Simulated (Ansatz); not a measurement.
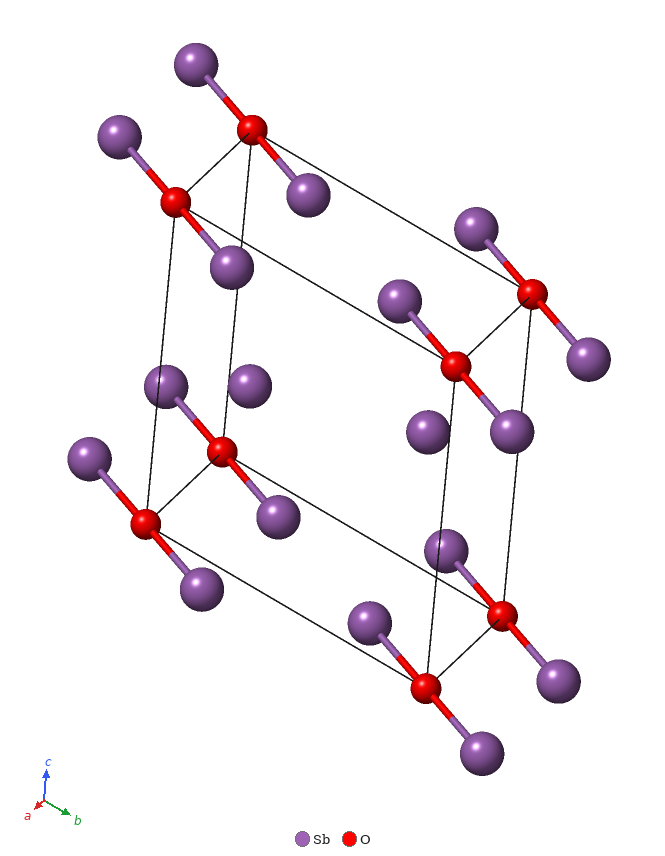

Crystal structure, ball-and-stick style, seen slightly off an axis. The simulation cell is drawn as a box. Finite groups of bonded atoms are drawn whole.

```xyz
5
Lattice="-3.1124 3.1124 3.5365 3.1124 -3.1124 3.5365 3.1124 3.1124 -3.5365" Properties=species:S:1:pos:R:3 pbc="T T T"
Sb    0.0000    3.1124    1.7682
Sb    3.1124    0.0000    1.7682
Sb    0.0000    0.0000    1.9497
Sb    3.1124    3.1124    1.5868
O     3.1124    3.1124    3.5365
```

Calculation details: DFT PBE, scalar-relativistic, plane waves, PAW (Ansatz); a basis cut at 420 eV, an 8×8×8 mesh of k-points, Gaussian smearing of 0.1 eV, no spin polarisation.

How charged are the atoms, by the Bader scheme?

Answer. Sb -0.07 to +0.69 e; O -1.24 e.

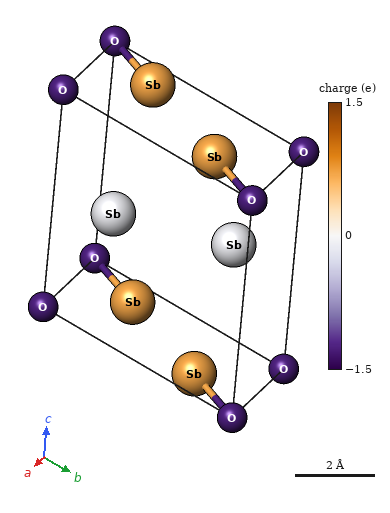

The atoms coloured by those charges.

The structure comes from a random cell made by a generator, so it need not be a real form of the compound. Earlier steps of the study, as a rule a relaxation of our own, may have changed the cell and positions, so they can lie some per cent off the listed ones. A calculation with Ansatz used it as input.
